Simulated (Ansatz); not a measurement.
# One shape, several levels: CH4Si (SMILES [CH][SiH3])

Aim: a comparison of 6 runs (UHF/STO-3G, UHF/def2-SVP, UB3LYP/6-31G, UB3LYP/6-31G*, USVWN5/6-31+G*, UPBE0/def2-SVP) of CH4Si. 

The results are computed with Ansatz 0.2.0.

2 further runs of the same task are left out: 1 that didn't finish, 1 set aside as unsound or not needed. Runs told in other sessions of the task aren't counted.

**1. Starting point**

CH4Si: 6 atoms, total charge 0, spin state triplet. As SMILES, `[CH][SiH3]`. Geometry: relaxed at GFN2-xTB.

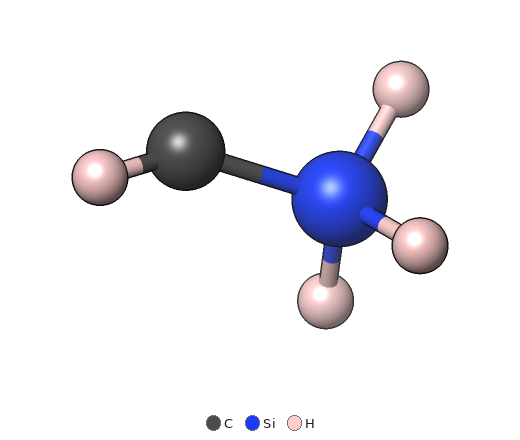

The structure, seen from a chosen angle (carbon dark grey, silicon blue, hydrogen pink).

**2. Energy and forces at UHF/STO-3G (run 1)**

File run.yaml:

```yaml
crystal:
  periodic: [false, false, false]
  atoms:
    - {symbol: C, position_ang: [0.667310, -0.852170, 0.734600]}
    - {symbol: Si, position_ang: [-0.258900, 0.404300, -0.178590]}
    - {symbol: H, position_ang: [1.137890, -1.813490, 0.730980]}
    - {symbol: H, position_ang: [-1.544120, -0.143200, -0.644620]}
    - {symbol: H, position_ang: [0.511450, 0.860970, -1.347520]}
    - {symbol: H, position_ang: [-0.513620, 1.543590, 0.705170]}
basis:
  gaussian:
    orbitals: STO-3G
accuracy: high
output:
  forces: true
  orbitals: {seedname: orbitals}
magnetization:
  spin_polarized: true
  initial_magnetization: 2
hamiltonian:
  xc: hf
```

The run is started by

```bash
$ ansatz run run.yaml --threads 1 --pin off --max-ram 2610MiB --events-out events.jsonl --progress --plain --runs-dir runs
```

Standard output:

```text
Warning: RAYON_NUM_THREADS=1 ignored (pool sized by the plan → 1); use --threads N
Functional definition: HF
  name "HF"
  exchange = exact_x
  correlation = 0
311 factors; integrals over basis functions are off by at most 7.9e-9 eV
mean field evaluation 1: about -8848.7712 eV, gradient 9.2e0 eV
mean field evaluation 2: about -8848.7835 eV, gradient 9.1e0 eV
mean field evaluation 4: about -8849.8654 eV, gradient 1.2e0 eV
mean field evaluation 8: about -8849.8899 eV, gradient 1.1e-2 eV
mean field -8849.88988323 eV, -325.2274545377 hartree, gradient 1.3e-8 eV, S^2 2.031190; 0 other end points of the search recorded, 0 dependent functions left out
the calculation of the forces begins
reference -8849.88988323 eV, -325.2274545377 hartree; 13, 11 occupied and 5, 7 virtual orbitals, 311 factors
Total energy: -8849.88988323 eV, -325.2274545377 hartree
Atom 0 at     0.667310    -0.852170     0.734600 Å, force     0.092694     0.358638     0.792787 eV/Å
Atom 1 at    -0.258900     0.404300    -0.178590 Å, force    -0.800857     0.825734    -1.153006 eV/Å
Atom 2 at     1.137890    -1.813490     0.730980 Å, force     0.102417    -0.468003    -0.375186 eV/Å
Atom 3 at    -1.544120    -0.143200    -0.644620 Å, force     1.126096     0.537698     0.405239 eV/Å
Atom 4 at     0.511450     0.860970    -1.347520 Å, force    -0.717135    -0.361235     1.033970 eV/Å
Atom 5 at    -0.513620     1.543590     0.705170 Å, force     0.196785    -0.892832    -0.703804 eV/Å
Dipole moment:    -0.011531    -0.001994    -0.037212 e Å
```

Wall time 0.2 s (1 thread of Arm Neoverse V2, shared host).

**3. Energy and gradient at UHF/def2-SVP (run 2)**

File in.yaml:

```yaml
basis:
  gaussian:
    orbitals: def2-SVP
crystal:
  periodic: [false, false, false]
  atoms:
    - {symbol: C, position_ang: [0.667310, -0.852170, 0.734600]}
    - {symbol: Si, position_ang: [-0.258900, 0.404300, -0.178590]}
    - {symbol: H, position_ang: [1.137890, -1.813490, 0.730980]}
    - {symbol: H, position_ang: [-1.544120, -0.143200, -0.644620]}
    - {symbol: H, position_ang: [0.511450, 0.860970, -1.347520]}
    - {symbol: H, position_ang: [-0.513620, 1.543590, 0.705170]}
magnetization:
  spin_polarized: true
  initial_magnetization: 2
hamiltonian:
  xc: hf
accuracy: high
output:
  forces: true
  orbitals: {seedname: orbitals}
```

The run is started by

```bash
$ ansatz run in.yaml --threads 1 --pin off --max-ram 2610MiB --events-out events.jsonl --progress --plain --runs-dir runs
```

Standard output:

```text
Warning: RAYON_NUM_THREADS=1 ignored (pool sized by the plan → 1); use --threads N
Functional definition: HF
  name "HF"
  exchange = exact_x
  correlation = 0
1106 factors; integrals over basis functions are off by at most 3.6e-9 eV
mean field evaluation 1: about -8948.5228 eV, gradient 1.1e1 eV
mean field evaluation 2: about -8948.5274 eV, gradient 1.1e1 eV
mean field evaluation 4: about -8950.1286 eV, gradient 1.6e0 eV
mean field evaluation 8: about -8950.1653 eV, gradient 6.0e-2 eV
mean field -8950.16537597 eV, -328.9125109270 hartree, gradient 2.5e-8 eV, S^2 2.021933; 0 other end points of the search recorded, 0 dependent functions left out
the calculation of the forces begins
reference -8950.16537597 eV, -328.9125109270 hartree; 13, 11 occupied and 39, 41 virtual orbitals, 1106 factors
Total energy: -8950.16537597 eV, -328.9125109270 hartree
Atom 0 at     0.667310    -0.852170     0.734600 Å, force     0.272070    -0.264639     0.419062 eV/Å
Atom 1 at    -0.258900     0.404300    -0.178590 Å, force    -0.267560     0.313850    -0.324514 eV/Å
Atom 2 at     1.137890    -1.813490     0.730980 Å, force     0.201252    -0.390762     0.028229 eV/Å
Atom 3 at    -1.544120    -0.143200    -0.644620 Å, force    -0.217703    -0.052126    -0.093746 eV/Å
Atom 4 at     0.511450     0.860970    -1.347520 Å, force     0.094950     0.101463    -0.201779 eV/Å
Atom 5 at    -0.513620     1.543590     0.705170 Å, force    -0.083010     0.292215     0.172748 eV/Å
Dipole moment:     0.038938    -0.102022    -0.033225 e Å
```

Wall time 1 s (1 thread of Arm Neoverse V2, shared host).

Runs 3 to 5 aren't shown in full; the table further down has their settings and results.

**4. Energy and gradient at UPBE0/def2-SVP (run 6)**

File input.yaml:

```yaml
crystal:
  periodic: [false, false, false]
  atoms:
    - {symbol: C, position_ang: [0.667310, -0.852170, 0.734600]}
    - {symbol: Si, position_ang: [-0.258900, 0.404300, -0.178590]}
    - {symbol: H, position_ang: [1.137890, -1.813490, 0.730980]}
    - {symbol: H, position_ang: [-1.544120, -0.143200, -0.644620]}
    - {symbol: H, position_ang: [0.511450, 0.860970, -1.347520]}
    - {symbol: H, position_ang: [-0.513620, 1.543590, 0.705170]}
basis:
  gaussian: {orbitals: def2-SVP}
magnetization: {spin_polarized: true, initial_magnetization: 2}
output: {forces: true, orbitals: {seedname: orbitals}}
accuracy: high
hamiltonian: {xc: {name: PBE0}}
```

The run is started by

```bash
$ ansatz run input.yaml --threads 1 --pin off --max-ram 2610MiB --events-out events.jsonl --progress --plain --runs-dir runs
```

Standard output:

```text
Warning: RAYON_NUM_THREADS=1 ignored (pool sized by the plan → 1); use --threads N
Functional definition: PBE0
  name "PBE0"
  parameter a = 0.25
  parameter kappa = 0.804
  parameter beta = 0.06672455060314922
  exchange = (1 - a)*pbe_x(kappa = kappa, mu = beta*pi^2/3) + a*exact_x
  correlation = pbe_c(beta = beta)
1106 factors; integrals over basis functions are off by at most 3.6e-9 eV
mean field evaluation 1: about -8966.4906 eV, gradient 1.4e1 eV
mean field evaluation 2: about -8966.7575 eV, gradient 1.3e1 eV
mean field evaluation 4: about -8967.7518 eV, gradient 3.5e-1 eV
mean field evaluation 8: about -8967.8492 eV, gradient 2.6e-2 eV
mean field evaluation 16: about -8967.8492 eV, gradient 8.4e-6 eV
mean field -8967.84924977 eV, -329.5623813027 hartree, gradient 4.4e-8 eV, S^2 2.009480; 0 other end points of the search recorded, 0 dependent functions left out
the calculation of the forces begins
reference -8967.84925189 eV, -329.5623813806 hartree; 13, 11 occupied and 39, 41 virtual orbitals, 1106 factors
Total energy: -8967.84925189 eV, -329.5623813806 hartree
Atom 0 at     0.667310    -0.852170     0.734600 Å, force    -0.135121     0.333809     0.084311 eV/Å
Atom 1 at    -0.258900     0.404300    -0.178590 Å, force     0.091399    -0.137349     0.080221 eV/Å
Atom 2 at     1.137890    -1.813490     0.730980 Å, force     0.382752    -0.710183     0.101130 eV/Å
Atom 3 at    -1.544120    -0.143200    -0.644620 Å, force    -0.443164    -0.146775    -0.173283 eV/Å
Atom 4 at     0.511450     0.860970    -1.347520 Å, force     0.230214     0.182852    -0.404692 eV/Å
Atom 5 at    -0.513620     1.543590     0.705170 Å, force    -0.126081     0.477646     0.312312 eV/Å
Dipole moment:     0.026156    -0.088188    -0.050817 e Å
```

Run time: 5.4 s. Hardware: 1 thread of Arm Neoverse V2, shared host.

**5. All runs side by side**

```csv
run,level,energy (Eh),dipole moment (D),HOMO energy (eV),LUMO energy (eV),wall time
1,UHF/STO-3G,-325.227455,0.19,-8.84,9.21,0.2 s
2,UHF/def2-SVP,-328.912511,0.55,-10.96,2.69,1 s
3,UB3LYP/6-31G,-329.817215,0.50,-6.49,-2.09,3.9 s
4,UB3LYP/6-31G* (spherical functions),-329.861114,0.52,-6.59,-2.25,4.8 s
5,USVWN5/6-31+G* (spherical functions),-328.260063,0.54,-5.73,-3.81,2.9 s
6,UPBE0/def2-SVP,-329.562381,0.50,-7.20,-2.00,5.4 s
```

**6. What came out**

```
                                 quantity          value
                      run 6: total energy  -329.56238 Eh
                     run 6: dipole moment         0.50 D
run 6: HOMO energy (highest over α and β)       -7.20 eV
 run 6: LUMO energy (lowest over α and β)       -2.00 eV
                              run 6: ⟨S²⟩          2.009
          run 6: largest force on an atom     0.813 eV/Å
```

What this shows: The dipole moment (its size) runs from 0.19 D (UHF/STO-3G) to 0.55 D (UHF/def2-SVP). Totals of different functionals can't be ranked against each other. In run 1 the basis is minimal, so the values are rough. All runs together took 18 s, the longest 5.4 s.
